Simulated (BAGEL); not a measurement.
# singlet C2H2F+ at 5 levels

Aim: a comparison of 5 runs (HF/STO-3G, B3LYP/6-31G*, B3LYP/aug-cc-pVDZ, PBE0/aug-cc-pVDZ, RI-MP2/aug-cc-pVDZ) of singlet C2H2F+. 

The results are computed with BAGEL 1.2.2.

## 1. The structure to begin with

The species is C2H2F+ (5 atoms), meant as a singlet with charge +1. As SMILES of the parent species, `C=[C]F`. Geometry: relaxed at PBE0-D4/def2-TZVP. That shape belongs to the parent species and isn't relaxed for this state.

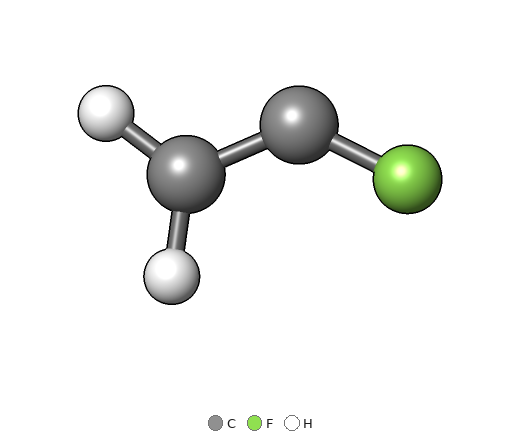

The structure, seen from a chosen angle (carbon grey, fluorine green, hydrogen white).

## 2. A single-point energy at HF/STO-3G (density fitting with qzvpp-jkfit) (run 1)

File calc.json:

```json
{ "bagel" : [

{
  "title" : "molecule",
  "basis" : "sto-3g",
  "df_basis" : "qzvpp-jkfit",
  "angstrom" : true,
  "geometry" : [
    { "atom" : "C", "xyz" : [    0.488200,   -0.200400,    0.008400 ] },
    { "atom" : "C", "xyz" : [   -0.592700,    0.393700,    0.447100 ] },
    { "atom" : "F", "xyz" : [   -1.725600,    0.629500,   -0.148900 ] },
    { "atom" : "H", "xyz" : [    0.534700,   -0.590400,   -1.005400 ] },
    { "atom" : "H", "xyz" : [    1.345200,   -0.306200,    0.657500 ] }
  ]
},
{ "title" : "hf", "charge" : 1 },
{ "title" : "print", "file" : "orbitals.molden", "orbitals" : true }

]}
```

Run with:

```sh
BAGEL_NUM_THREADS=1 BAGEL calc.json > calc.out
```

The program printed:

```text
* using 1 threads per process

  ===============================================================
  ===============================================================

  *** Geometry ***

  { "atom" : "C", "xyz" : [      0.922564,     -0.378701,      0.015874 ] },
  { "atom" : "C", "xyz" : [     -1.120041,      0.743985,      0.844897 ] },
  { "atom" : "F", "xyz" : [     -3.260911,      1.189583,     -0.281380 ] },
  { "atom" : "H", "xyz" : [      1.010437,     -1.115694,     -1.899931 ] },
  { "atom" : "H", "xyz" : [      2.542060,     -0.578634,      1.242495 ] },

  Number of auxiliary basis functions:      263

  Since a DF basis is specified, we compute 2- and 3-index integrals:
    o Being stored without compression. Storage requirement is 0.001 GB

  Number of basis functions:       17
  Number of electrons      :       23

    * METHOD: MOLECULE                             0.16

  *** RHF ***

  === Nuclear Repulsion ===
    60.9611397391

      * DIIS with orbital gradients will be used.

  === RHF iteration (sto-3g) ===
      0       -173.46514254          0.03579047           0.01
      1       -173.54668384          0.02240314           0.01
      2       -173.57651009          0.00397885           0.01
[... 12 lines of this table left out ...]
     15       -173.58030654          0.00000001           0.01
    * SCF iteration converged.

    * Permanent dipole moment:
           (   -0.786417,     0.179494,    -0.370687) a.u.

    * METHOD: HF                                   0.28

    * METHOD: PRINT                                0.00

  ===============================================================
```

Run time: 1.1 s. Hardware: 1 thread of AMD EPYC, shared host; peak memory 0.08 GiB.

## 3. A single-point energy at B3LYP/6-31G(d) (density fitting with qzvpp-jkfit, spherical functions) (run 2)

File input.json:

```json
{ "bagel" : [

{
  "title" : "molecule",
  "basis" : "6-31gs.json",
  "df_basis" : "qzvpp-jkfit",
  "angstrom" : "true",
  "geometry" : [
    { "atom" : "C", "xyz" : [    0.488200,   -0.200400,    0.008400 ] },
    { "atom" : "C", "xyz" : [   -0.592700,    0.393700,    0.447100 ] },
    { "atom" : "F", "xyz" : [   -1.725600,    0.629500,   -0.148900 ] },
    { "atom" : "H", "xyz" : [    0.534700,   -0.590400,   -1.005400 ] },
    { "atom" : "H", "xyz" : [    1.345200,   -0.306200,    0.657500 ] }
  ]
},
{
  "title" : "ks",
  "xc_func" : "b3lyp",
  "charge" : 1
},
{
  "title" : "print",
  "file" : "orbitals.molden",
  "orbitals" : "true"
}

]}
```

The basis set 6-31G* is read from a file made from the Basis Set Exchange's data (not shown).

Run with:

```sh
BAGEL_NUM_THREADS=1 BAGEL input.json > input.out
```

The program printed:

```text
* using 1 threads per process

  ===============================================================
  ===============================================================

  *** Geometry ***

  { "atom" : "C", "xyz" : [      0.922564,     -0.378701,      0.015874 ] },
  { "atom" : "C", "xyz" : [     -1.120041,      0.743985,      0.844897 ] },
  { "atom" : "F", "xyz" : [     -3.260911,      1.189583,     -0.281380 ] },
  { "atom" : "H", "xyz" : [      1.010437,     -1.115694,     -1.899931 ] },
  { "atom" : "H", "xyz" : [      2.542060,     -0.578634,      1.242495 ] },

  Number of auxiliary basis functions:      263

  Since a DF basis is specified, we compute 2- and 3-index integrals:
    o Being stored without compression. Storage requirement is 0.004 GB

  Number of basis functions:       46
  Number of electrons      :       23

    * METHOD: MOLECULE                             0.18

  *** Kohn-Sham DFT ***

    * Removing 7395 points whose weight is below 1.00e-10
    * Grid points: 67135

  === Nuclear Repulsion ===
    60.9611397391

       - DIIS with orbital gradients will be used.

  === KS iteration (b3lyp / 6-31gs.json) ===
      0       -158.15991828          0.18514491           0.58
      1       -132.53591338          0.22684315           0.39
      2       -147.93558319          0.26312361           0.22
[... 18 lines of this table left out ...]
     21       -176.75365283          0.00000000           0.31
    * SCF iteration converged.

    * Permanent dipole moment:
           (   -0.910007,     0.261927,    -0.280948) a.u.

    * METHOD: KS                                   6.56

    * METHOD: PRINT                                0.02

  ===============================================================
```

It took 7.5 s on 1 thread of AMD EPYC, shared host; peak memory 0.17 GiB.

## 4. A single-point energy at B3LYP/aug-cc-pVDZ (density fitting with qzvpp-jkfit) (run 3)

File dft.json:

```json
{ "bagel" : [

{
  "title" : "molecule",
  "basis" : "aug-cc-pvdz.json",
  "df_basis" : "qzvpp-jkfit",
  "angstrom" : true,
  "geometry" : [
    { "atom" : "C", "xyz" : [    0.488200,   -0.200400,    0.008400 ] },
    { "atom" : "C", "xyz" : [   -0.592700,    0.393700,    0.447100 ] },
    { "atom" : "F", "xyz" : [   -1.725600,    0.629500,   -0.148900 ] },
    { "atom" : "H", "xyz" : [    0.534700,   -0.590400,   -1.005400 ] },
    { "atom" : "H", "xyz" : [    1.345200,   -0.306200,    0.657500 ] }
  ]
},
{
  "title" : "ks",
  "xc_func" : "b3lyp",
  "charge" : 1
},
{
  "title" : "print",
  "file" : "orbitals.molden",
  "orbitals" : true
}

]}
```

The basis set aug-cc-pVDZ is read from a file made from the Basis Set Exchange's data (not shown).

Run with:

```sh
BAGEL_NUM_THREADS=1 BAGEL dft.json > dft.out
```

The program printed:

```text
* using 1 threads per process

  ===============================================================
  ===============================================================

  *** Geometry ***

  { "atom" : "C", "xyz" : [      0.922564,     -0.378701,      0.015874 ] },
  { "atom" : "C", "xyz" : [     -1.120041,      0.743985,      0.844897 ] },
  { "atom" : "F", "xyz" : [     -3.260911,      1.189583,     -0.281380 ] },
  { "atom" : "H", "xyz" : [      1.010437,     -1.115694,     -1.899931 ] },
  { "atom" : "H", "xyz" : [      2.542060,     -0.578634,      1.242495 ] },

  Number of auxiliary basis functions:      263

  Since a DF basis is specified, we compute 2- and 3-index integrals:
    o Being stored without compression. Storage requirement is 0.016 GB

  Number of basis functions:       87
  Number of electrons      :       23

    * METHOD: MOLECULE                             0.24

  *** Kohn-Sham DFT ***

    * Removing 7395 points whose weight is below 1.00e-10
    * Grid points: 67135

  === Nuclear Repulsion ===
    60.9611397391

       - DIIS with orbital gradients will be used.

  === KS iteration (b3lyp / aug-cc-pvdz.json) ===
      0       -157.34734217          0.10802617           0.77
      1       -133.17221610          0.16216368           0.78
      2       -145.41893597          0.22529965           0.49
[... 14 lines of this table left out ...]
     17       -176.77535162          0.00000001           0.54
    * SCF iteration converged.

    * Permanent dipole moment:
           (   -0.949285,     0.280967,    -0.271966) a.u.

    * METHOD: KS                                  10.73

    * METHOD: PRINT                                0.09

  ===============================================================
```

Wall time 12 s (1 thread of AMD EPYC, shared host); peak memory 0.28 GiB.

Run 4 isn't shown in full; the table further down has it.

## 5. The energy at RI-MP2/aug-cc-pVDZ (density fitting with qzvpp-jkfit) (run 5)

File calc.json:

```json
{ "bagel": [

{
  "title": "molecule",
  "basis": "aug-cc-pvdz.json",
  "df_basis": "qzvpp-jkfit",
  "angstrom": "true",
  "geometry": [
    { "atom": "C", "xyz": [       0.488200,      -0.200400,       0.008400 ] },
    { "atom": "C", "xyz": [      -0.592700,       0.393700,       0.447100 ] },
    { "atom": "F", "xyz": [      -1.725600,       0.629500,      -0.148900 ] },
    { "atom": "H", "xyz": [       0.534700,      -0.590400,      -1.005400 ] },
    { "atom": "H", "xyz": [       1.345200,      -0.306200,       0.657500 ] }
  ]
},

{ "title": "hf", "charge": 1 },

{ "title": "mp2", "charge": 1, "ncore": 3 }

]}
```

The basis set aug-cc-pVDZ is read from a file made from the Basis Set Exchange's data (not shown).

Run with:

```sh
BAGEL_NUM_THREADS=1 BAGEL calc.json > calc.out
```

The program printed:

```text
* using 1 threads per process

  ===============================================================
  ===============================================================

  *** Geometry ***

[... 29 lines left out ...]
    * SCF iteration converged.
[... 1 line left out ...]
    * Permanent dipole moment:
[... 2 lines left out ...]
    * METHOD: HF                                   1.20

  *** RHF ***

  === Nuclear Repulsion ===
    60.9611397391

      * DIIS with orbital gradients will be used.

  === RHF iteration (aug-cc-pvdz.json) ===
      0       -175.87036989          0.00000001           0.04
    * SCF iteration converged.

    * Permanent dipole moment:
           (   -1.116960,     0.292163,    -0.424981) a.u.

  === DF-MP2 calculation ===

    * freezing 3 orbitals
    * 3-index integral transformation done
    * assembly done

      MP2 correlation energy:   -0.4502019889      0.05

      MP2 total energy:       -176.3205718772

    * METHOD: MP2                                  0.17

  ===============================================================
```

Run time: 2.3 s. Hardware: 1 thread of AMD EPYC, shared host; peak memory 0.08 GiB.

## 6. All runs side by side

```
run                                                                 level  frozen core orbitals  energy (Eh)  HOMO energy (eV)  LUMO energy (eV)  HOMO–LUMO gap (eV)  wall time
  1                          HF/STO-3G (density fitting with qzvpp-jkfit)                     –  -173.580307            -18.63             -6.77               11.86      1.1 s
  2  B3LYP/6-31G* (density fitting with qzvpp-jkfit, spherical functions)                     –  -176.753653            -16.00            -13.31                2.69      7.5 s
  3                  B3LYP/aug-cc-pVDZ (density fitting with qzvpp-jkfit)                     –  -176.775352            -16.13            -13.42                2.70       12 s
  4                   PBE0/aug-cc-pVDZ (density fitting with qzvpp-jkfit)                     –  -176.582375            -16.35            -13.13                3.22       11 s
  5                 RI-MP2/aug-cc-pVDZ (density fitting with qzvpp-jkfit)                     3  -176.320572                 –                 –                   –      2.3 s
```

## 7. What came out

| quantity | value |
| --- | --- |
| run 5: total energy | -176.32057 Eh |
| run 5: correlation energy (3 core orbitals frozen) | -450.2 mEh |

Over runs 1, 2, 3, 4 the HOMO–LUMO gap runs from 2.69 eV (B3LYP/6-31G*) to 11.86 eV (HF/STO-3G). The two ends differ in method and basis. Totals of different functionals can't be ranked against each other. In run 1 the basis is minimal, so the values are rough. All runs together took 34 s, the longest 12 s.
